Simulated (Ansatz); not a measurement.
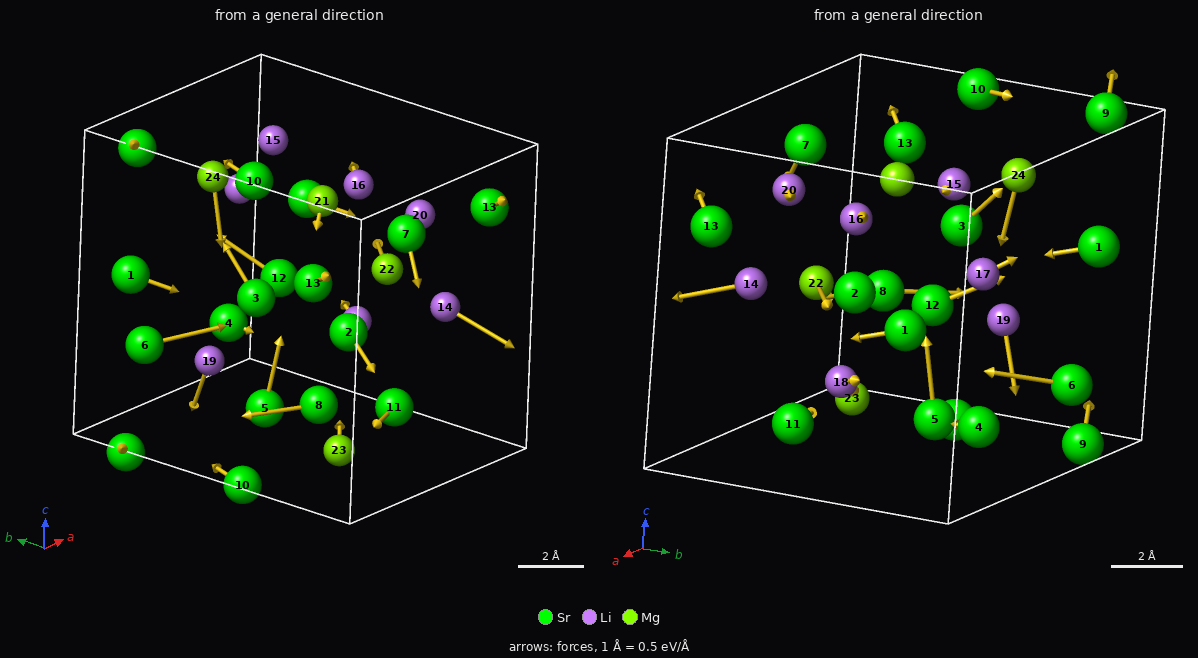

The image is a spheres-only drawing of a crystal, viewed from two general directions. The edges of the simulation cell are marked. The arrows are the computed forces on the atoms.

System: Sr₁₃Li₇Mg₄. Electronic-structure method: DFT PBE, scalar-relativistic, plane waves, PAW in Ansatz. Parameters: a basis cut at 420 eV, 3×3×3 k-mesh, Fermi-Dirac smearing of 0.077 eV, no spin polarisation.

Question: Is this an equilibrium geometry?

Answer: No. The atoms still feel forces of up to about 1.1 eV/Å, far above a usual threshold of 0.01 to 0.03 eV/Å.

The structure comes from a structure type filled with these elements by a generator (whether the compound takes this form wasn't checked). Earlier steps of the study may have refined or changed the cell and positions. It was run through Ansatz as a DFT input.
